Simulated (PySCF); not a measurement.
Breaking a bond: CuF, singlet.

RKS-B3LYP/6-31G* = restricted B3LYP/6-31G*, spherical d run with PySCF; RCCSD(T) = CCSD(T) on RHF/def2-TZVP, 6 core orbitals frozen run with PySCF; RKS-BHandHLYP = restricted BHandHLYP/def2-TZVP in PySCF.

Energies are in kJ/mol, each relative to the lowest point of its own curve near equilibrium.

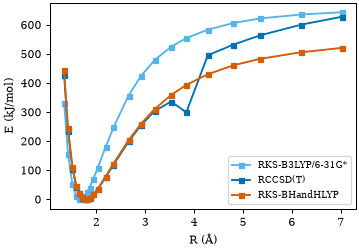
Fig. 1. Energy against bond length for each method.

| R / Å | RKS-B3LYP/6-31G* | RCCSD(T) | RKS-BHandHLYP |
|---|---|---|---|
| 1.34 | 332.1 | 426.8 | 442.8 |
| 1.42 | 156.3 | 233.2 | 244.7 |
| 1.51 | 50.8 | 105.6 | 112.0 |
| 1.59 | 9.3 | 43.4 | 46.5 |
| 1.64 | 0.0 | 20.9 | 22.6 |
| 1.70 | 0.6 | 5.8 | 6.3 |
| 1.76 | 10.4 | 0.0 | 0.0 |
| 1.81 | 23.6 | 0.5 | 0.4 |
| 1.86 | 40.0 | 4.5 | 4.5 |
| 1.94 | 70.7 | 16.4 | 16.9 |
| 2.03 | 108.9 | 34.9 | 36.3 |
| 2.19 | 179.2 | 75.1 | 78.0 |
| 2.35 | 246.6 | 118.4 | 122.4 |
| 2.66 | 356.4 | 198.4 | 203.1 |
| 2.91 | 423.1 | 253.6 | 258.3 |
| 3.19 | 478.1 | 302.8 | 309.5 |
| 3.53 | 524.2 | 335.9 | 358.3 |
| 3.84 | 553.6 | 298.4 | 392.7 |
| 4.28 | 582.8 | 494.6 | 429.5 |
| 4.80 | 605.8 | 531.3 | 460.1 |
| 5.35 | 621.4 | 563.2 | 482.6 |
| 6.19 | 635.1 | 600.1 | 505.3 |
| 7.03 | 642.8 | 627.5 | 520.2 |

At the longest distance, 7.03 Å, RKS-B3LYP/6-31G* lies highest above its minimum (642.8 kJ/mol) and RKS-BHandHLYP lowest (520.2 kJ/mol).

The restricted form behind RKS-B3LYP/6-31G*, RKS-BHandHLYP keeps the bonding electrons paired and can't separate into open-shell fragments. The T1 diagnostic of CCSD on the restricted reference of RCCSD(T) exceeds 0.045 at 3.19 to 4.28 Å. At the longest distance RKS-BHandHLYP leaves fractional charges on the fragments, a sign of delocalisation error or of the restricted form.
